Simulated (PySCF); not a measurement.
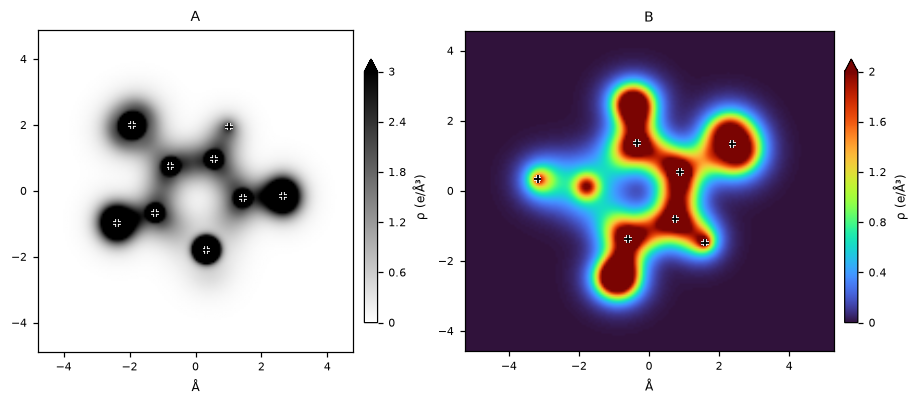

The electron density of 2 systems, each on a plane through atoms (crosses mark nuclei in the plane).

Method: wB97X-D/def2-SVPD, SCF density, gas phase in PySCF.

System 1: C₄H₃ClGeO₂ (SMILES O=[C]1C=C(Cl)[C](=O)[GeH2]1), the plane of atoms C2, C3 and H9. Geometry: GFN2-xTB.

```csv
atom,x (Å),y (Å),z (Å)
O,0.7297,2.5221,-0.0279
C,0.3645,1.3827,-0.1323
C,-1.0179,0.9101,-0.0608
C,-1.2336,-0.3833,0.2549
Cl,-2.7851,-1.0904,0.3395
C,-0.0613,-1.2509,0.5184
O,-0.0680,-2.2543,1.1754
Ge,1.4795,-0.2896,-0.3462
H,-1.8209,1.6069,-0.2546
H,2.8328,-0.4452,0.2931
H,1.5858,-0.7056,-1.7856
```

System 2: C₄H₃ClO₂Si (SMILES O=C1C=C(Cl)C(=O)[SiH2]1), the plane of atoms Cl5, C4 and C6. Geometry: GFN2-xTB.

```yaml
atoms:
  - { symbol: O, position_ang: [-0.7297, 2.4698, -0.3856] }
  - { symbol: C, position_ang: [-0.3854, 1.3188, -0.2381] }
  - { symbol: C, position_ang: [1.0139, 0.9185, -0.0007] }
  - { symbol: C, position_ang: [1.2449, -0.3809, 0.2589] }
  - { symbol: Cl, position_ang: [2.7904, -1.0388, 0.5563] }
  - { symbol: C, position_ang: [0.0684, -1.3000, 0.2835] }
  - { symbol: O, position_ang: [0.1390, -2.4607, 0.5995] }
  - { symbol: Si, position_ang: [-1.4796, -0.2709, -0.2426] }
  - { symbol: H, position_ang: [1.7927, 1.6657, -0.0377] }
  - { symbol: H, position_ang: [-2.5319, -0.2800, 0.7644] }
  - { symbol: H, position_ang: [-1.9173, -0.6387, -1.5840] }
```

Which map belongs to which system?

Answer. Panel A is system 2, C₄H₃ClO₂Si: the plane holds O, C, Cl, Si and H. C–O (1.21 Å): ρ is about 3.3 e/Å³ halfway. Panel B is system 1, C₄H₃ClGeO₂: the plane holds C, Cl and H. C–C (1.35 Å): ρ is about 2.2 e/Å³ halfway.
